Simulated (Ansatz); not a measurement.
# As₂ (singlet): one geometry, many settings

What do other methods and options give for As₂ (singlet) at this geometry, and how long do they take?

Computed with Ansatz 0.2.0, Gaussian basis. Level: the settings change from run to run.

16 further runs of the same task are left out: 4 that didn't finish, 12 set aside as unsound or not needed. Runs told in other sessions of the task aren't counted.

## (1) The geometry

The geometry is a PBE0/def2-TZVP stationary point (not a proven minimum) of the parent state, kept for this charge and spin. No spin-orbit coupling is included. The filled d shell of As may be among the frozen orbitals whatever the setting's name suggests.

2 atoms, charge 0, spin multiplicity 1.

Atoms are counted from 1 here; the program's logs count them from 0.

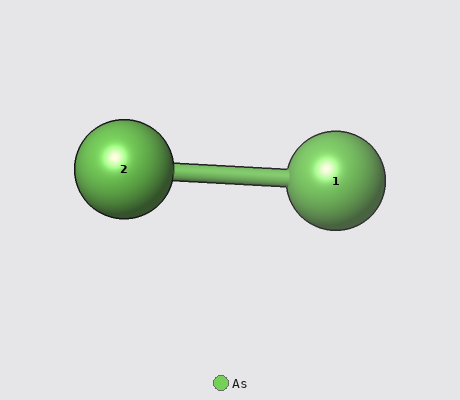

The geometry (arsenic green); atoms are numbered from 1 in the order of the file.

As a file:

```mol
As2
  3D, bonds by distance, orders not assigned

  2  1  0  0  0  0  0  0  0  0999 V2000
    0.0000    0.0000    0.0000 As  0  0
    0.0000    0.0000    2.2756 As  0  0
  1  2  8  0
M  END
```

## (2) CCSD(T)/cc-pVTZ

in.yaml reads:

```yaml
crystal:
  periodic: [false, false, false]
  atoms:
    - {symbol: As, position_ang: [0.000000, 0.000000, 0.000000]}
    - {symbol: As, position_ang: [0.000000, 0.000000, 2.275600]}
basis:
  gaussian: {orbitals: cc-pVTZ}
magnetization: {spin_polarized: true, initial_magnetization: 0}
hamiltonian: {xc: {name: PBE}}
correlation: {method: ccsd_t, electrons: outside_noble_gas}
```

On the command line:

```console
ansatz run in.yaml --threads 1 --pin off --events-out ev --progress --plain --max-ram 2393MiB
```

Output, cut to the lines that bear on the results:

```text
Functional definition: PBE
  name "PBE"
  cite "Perdew, Burke & Ernzerhof, Phys. Rev. Lett. 77, 3865 (1996) doi:10.1103/PhysRevLett.77.3865"
  parent pbe
[...]
574 factors; integrals over basis functions are off by at most 9.5e-4 eV
[...]
mean field -121666.75889614 eV, -4471.1709207422 hartree, gradient 2.6e-6 eV, S^2 0.000000; 4 other end points of the search recorded, 0 dependent functions left out
28 core orbitals not correlated: weight in the atoms' cores, before any rotation towards them, 1.000 or more for the frozen orbitals, at most 0.000 for the correlated occupied ones
reference -121592.25345167 eV, -4468.4328961594 hartree; 5, 5 occupied and 53, 53 virtual orbitals, 574 factors
second order -8.04262833 eV of doubles, -0.34968072 eV of singles
cycle   1  -7.29903034 eV  change     1.1e0 eV  update   1.7e-1
[...]
cycle  10  -7.98532564 eV  change   -1.9e-6 eV  update   3.3e-6
perturbative correction -0.66609555 eV, -0.0244785598 hartree
WARN: the results are in doubt because among natural orbitals full CI differs from the method by -0.083 eV
Total energy: -121600.90487286 eV, -4468.7508300238 hartree
In doubt: among natural orbitals full CI differs from the method by -0.083 eV
```

Run time: 5 s. Hardware: 1 thread of Arm Neoverse V2, shared host.

From the report: ⟨S²⟩ of the determinant 0.000 (pure singlet: 0.00); correlation -8.6514 eV; T1 0.015; largest double amplitude 0.16. The orbitals are Kohn-Sham ones, so correlation energy and T1 don't compare with those on Hartree-Fock orbitals. The program marks this result as in doubt; its last lines say why.

## (3) NEVPT2(4,5)/STO-3G

in.yaml reads:

```yaml
crystal:
  periodic: [false, false, false]
  atoms:
    - {symbol: As, position_ang: [0.000000, 0.000000, 0.000000]}
    - {symbol: As, position_ang: [0.000000, 0.000000, 2.275600]}
basis:
  gaussian: {orbitals: STO-3G}
correlation: {method: sc_nevpt2, electrons: outside_noble_gas, active_space: {window: {electrons: 4, orbitals: 5}}}
output: {forces: true}
```

The command is unchanged.

Output, cut to the lines that bear on the results:

```text
Functional definition: HF
  name "HF"
  cite "Fock, Z. Phys. 61, 126 (1930) doi:10.1007/BF01340294"
  parent pbe
[...]
344 factors; integrals over basis functions are off by at most 1.5e-5 eV
[...]
mean field -120233.68237677 eV, -4418.5063300293 hartree, gradient 1.9e-6 eV, S^2 0.000000; 2 other end points of the search recorded, 0 dependent functions left out; unrestricted orbitals would lower it
reference -120233.68237677 eV, -4418.5063300293 hartree; 33, 33 occupied and 3, 3 virtual orbitals, 344 factors
state -120236.82429213 eV, -4418.6217932890 hartree
state -120236.82429213 eV, -4418.6217932890 hartree; corrected -120237.56584727 eV, -4418.6490449379 hartree
[...]
Total energy: -120237.56584727 eV, -4418.6490449379 hartree
Atom 0 at     0.000000     0.000000     0.000000 Å, force    -0.000000     0.000000     4.061457 eV/Å
Atom 1 at     0.000000     0.000000     2.275600 Å, force     0.000000    -0.000000    -4.061457 eV/Å
Dipole moment:    -0.000000    -0.000000    -0.000000 e Å
```

Wall time 0.78 s (1 thread of Arm Neoverse V2, shared host).

From the report: 16 determinants; active occupations 1.73, 1.73, 0.27, 0.27, 0.00.

## (4) MP2 on RHF/cc-pVTZ

in.yaml reads:

```yaml
crystal:
  periodic: [false, false, false]
  atoms:
    - {symbol: As, position_ang: [0.000000, 0.000000, 0.000000]}
    - {symbol: As, position_ang: [0.000000, 0.000000, 2.275600]}
basis:
  gaussian: {orbitals: cc-pVTZ}
magnetization: {spin_polarized: false}
correlation: {method: mp2, electrons: outside_noble_gas}
accuracy: high
```

Same command.

Output:

```text
Functional definition: HF
  name "HF"
  cite "Fock, Z. Phys. 61, 126 (1930) doi:10.1007/BF01340294"
  parent pbe
  exchange = exact_x
  correlation = 0
1105 factors; integrals over basis functions are off by at most 4.3e-9 eV
mean field evaluation 1: about -121592.9337 eV, gradient 5.0e0 eV
mean field evaluation 2: about -121593.0836 eV, gradient 5.3e0 eV
mean field evaluation 4: about -121593.2698 eV, gradient 3.5e-1 eV
mean field evaluation 8: about -121593.2716 eV, gradient 2.4e-5 eV
mean field evaluation 16: about -121593.2716 eV, gradient 7.7e-9 eV
mean field -121593.27157812 eV, -4468.4703116161 hartree, gradient 7.5e-9 eV, S^2 0.000000; 0 other end points of the search recorded, 0 dependent functions left out; unrestricted orbitals would lower it
28 core orbitals not correlated: weight in the atoms' cores, before any rotation towards them, 1.000 or more for the frozen orbitals, at most 0.000 for the correlated occupied ones
reference -121593.27157812 eV, -4468.4703116161 hartree; 5, 5 occupied and 53, 53 virtual orbitals, 1105 factors
second order -7.44661539 eV of doubles, -0.00000000 eV of singles
Total energy: -121600.71819351 eV, -4468.7439696843 hartree
```

Run time: 2.9 s. Hardware: 1 thread of Arm Neoverse V2, shared host.

## (5) MP2 on RHF/def2-mTZVP

in.yaml reads:

```yaml
crystal:
  periodic: [false, false, false]
  atoms:
    - {symbol: As, position_ang: [0.000000, 0.000000, 0.000000]}
    - {symbol: As, position_ang: [0.000000, 0.000000, 2.275600]}
basis:
  gaussian: {orbitals: def2-mTZVP}
magnetization: {spin_polarized: false}
correlation: {method: mp2, electrons: valence}
output: {forces: true}
```

Same command.

Output, cut to the lines that bear on the results:

```text
Functional definition: HF
  name "HF"
  cite "Fock, Z. Phys. 61, 126 (1930) doi:10.1007/BF01340294"
  parent pbe
[...]
746 factors; integrals over basis functions are off by at most 8.6e-4 eV
[...]
mean field -121590.72257717 eV, -4468.3766375593 hartree, gradient 1.1e-6 eV, S^2 0.000000; 0 other end points of the search recorded, 0 dependent functions left out; unrestricted orbitals would lower it
[...]
unrestricted determinant -121591.91561562 eV, -4468.4204809134 hartree, S^2 1.4220
18 core orbitals not correlated: weight in the atoms' cores, before any rotation towards them, 1.000 or more for the frozen orbitals, at most 0.000 for the correlated occupied ones
reference -121590.72257717 eV, -4468.3766375593 hartree; 15, 15 occupied and 39, 39 virtual orbitals, 746 factors
second order -12.46700343 eV of doubles, -0.00000000 eV of singles
[...]
Total energy: -121603.18958060 eV, -4468.8347914847 hartree
Atom 0 at     0.000000     0.000000     0.000000 Å, force    -0.000000    -0.000000     2.050523 eV/Å
Atom 1 at     0.000000     0.000000     2.275600 Å, force     0.000000     0.000000    -2.050523 eV/Å
Dipole moment:    -0.000000     0.000000    -0.000000 e Å
```

Wall time 3.5 s (1 thread of Arm Neoverse V2, shared host).

## (6) CCSD/aug-cc-pVDZ

in.yaml reads:

```yaml
crystal:
  periodic: [false, false, false]
  atoms:
    - {symbol: As, position_ang: [0.000000, 0.000000, 0.000000]}
    - {symbol: As, position_ang: [0.000000, 0.000000, 2.275600]}
basis:
  gaussian: {orbitals: aug-cc-pVDZ}
magnetization: {spin_polarized: false}
hamiltonian: {xc: {name: PBE0}}
correlation: {method: ccsd, electrons: outside_noble_gas}
accuracy: high
output: {forces: true}
```

The command is unchanged.

Output, cut to the lines that bear on the results:

```text
Functional definition: PBE0
  name "PBE0"
  cite "Adamo & Barone, J. Chem. Phys. 110, 6158 (1999) doi:10.1063/1.478522"
  cite "Perdew, Burke & Ernzerhof, Phys. Rev. Lett. 77, 3865 (1996) doi:10.1103/PhysRevLett.77.3865"
  parent pbe
[...]
1259 factors; integrals over basis functions are off by at most 4.5e-9 eV
[...]
mean field -121666.16843715 eV, -4471.1492217744 hartree, gradient 2.2e-8 eV, S^2 0.000000; 0 other end points of the search recorded, 0 dependent functions left out; unrestricted orbitals would lower it
unrestricted determinant -121590.62197733 eV, -4468.3729405832 hartree, S^2 1.4138
28 core orbitals not correlated: weight in the atoms' cores, before any rotation towards them, 1.000 or more for the frozen orbitals, at most 0.000 for the correlated occupied ones
reference -121589.01564159 eV, -4468.3139088334 hartree; 5, 5 occupied and 39, 39 virtual orbitals, 1259 factors
second order -6.82251776 eV of doubles, -0.18172850 eV of singles
cycle   1  -6.24704458 eV  change    7.5e-1 eV  update   1.5e-1
[...]
cycle  20  -6.81514756 eV  change  -7.5e-10 eV  update  7.7e-10
WARN: the results are in doubt because among natural orbitals full CI differs from the method by -0.113 eV
[...]
Total energy: -121595.83078915 eV, -4468.5643608867 hartree
Atom 0 at     0.000000     0.000000     0.000000 Å, force    -0.000000    -0.000000     2.805453 eV/Å
Atom 1 at     0.000000     0.000000     2.275600 Å, force    -0.000000    -0.000000    -2.805453 eV/Å
Dipole moment:     0.000000     0.000000     0.000000 e Å
In doubt: among natural orbitals full CI differs from the method by -0.113 eV
```

It took 17 s on 1 thread of Arm Neoverse V2, shared host; peak memory 0.25 GiB.

From the report: correlation -6.8151 eV; T1 0.010; largest double amplitude 0.16. The orbitals are Kohn-Sham ones, so correlation energy and T1 don't compare with those on Hartree-Fock orbitals. Mind the lines of doubt at the end of the log.

## (7) CCSDT/cc-pVDZ

in.yaml reads:

```yaml
crystal:
  periodic: [false, false, false]
  atoms:
    - {symbol: As, position_ang: [0.000000, 0.000000, 0.000000]}
    - {symbol: As, position_ang: [0.000000, 0.000000, 2.275600]}
basis:
  gaussian: {orbitals: cc-pVDZ}
magnetization: {spin_polarized: false}
hamiltonian: {xc: {name: r2SCAN}, pseudopotentials: {relativity: none}}
correlation: {method: ccsdt, electrons: valence, diis_vectors: 1}
```

Launched as before.

Output, cut to the lines that bear on the results:

```text
Functional definition: r2SCAN
  name "r2SCAN"
  cite "Furness, Kaplan, Ning, Perdew & Sun, J. Phys. Chem. Lett. 11, 8208 (2020) doi:10.1021/acs.jpclett.0c02405"
  cite "Furness, Kaplan, Ning, Perdew & Sun, J. Phys. Chem. Lett. 11, 9248 (2020) doi:10.1021/acs.jpclett.0c03077"
  parent r2scan
[...]
1060 factors; integrals over basis functions are off by at most 9.0e-8 eV
[...]
mean field -121680.35769000 eV, -4471.6706671988 hartree, gradient 2.6e-6 eV, S^2 0.000000; 0 other end points of the search recorded, 0 dependent functions left out; unrestricted orbitals would lower it
[...]
unrestricted determinant -121590.50409153 eV, -4468.3686083601 hartree, S^2 1.4214
18 core orbitals not correlated: weight in the atoms' cores, before any rotation towards them, 1.000 or more for the frozen orbitals, at most 0.000 for the correlated occupied ones
reference -121588.62692839 eV, -4468.2996238869 hartree; 15, 15 occupied and 21, 21 virtual orbitals, 1060 factors
second order -7.87240941 eV of doubles, -0.55203023 eV of singles
cycle   1  -7.20547267 eV  change     1.2e0 eV  update   1.9e-1
[...]
cycle  22  -8.42299192 eV  change   -1.8e-6 eV  update   2.9e-7
WARN: the results are in doubt because among natural orbitals full CI differs from the method by -0.084 eV
Total energy: -121597.04992031 eV, -4468.6091631307 hartree
In doubt: among natural orbitals full CI differs from the method by -0.084 eV
```

It took 22 s on 1 thread of Arm Neoverse V2, shared host; peak memory 0.26 GiB.

From the report: correlation -8.4230 eV; T1 0.010; largest double amplitude 0.21. The orbitals are Kohn-Sham ones, so correlation energy and T1 don't compare with those on Hartree-Fock orbitals. Mind the lines of doubt at the end of the log.

## (8) The runs in one table

 † marks a result that the program doubts.

| level | correlated | functions | energy (eV) | time |
| --- | --- | --- | --- | --- |
| CCSD(T)/cc-pVTZ (on PBE orbitals) † | outside noble gas | 86 | -121600.9049 | 5 s |
| NEVPT2(4,5)/STO-3G | outside noble gas | 36 | -120237.5658 | 0.78 s |
| MP2 on RHF/cc-pVTZ | outside noble gas | 86 | -121600.7182 | 2.9 s |
| MP2 on RHF/def2-mTZVP | valence | 72 | -121603.1896 | 3.5 s |
| CCSD/aug-cc-pVDZ (on PBE0 orbitals) † | outside noble gas | 72 | -121595.8308 | 17 s |
| CCSDT/cc-pVDZ (on r2SCAN orbitals) † | valence | 54 | -121597.0499 | 22 s |

## (9) What came out

| quantity | value |
| --- | --- |
| runs | 6 |
| quickest | NEVPT2(4,5)/STO-3G, 0.78 s |
| slowest | CCSDT/cc-pVDZ (on r2SCAN orbitals) †, 22 s |

What this shows: Total energies in different bases, with other cores or another treatment of relativity can't be set against each other. «valence» and «outside noble gas» are the program's key words; the logs give how many orbitals each freezes, and for Ga to Kr the 3d shell needn't follow the word's plain sense. CCSDT/cc-pVDZ (on r2SCAN orbitals) † took 28 times as long as NEVPT2(4,5)/STO-3G; the jobs differ in more than the method.
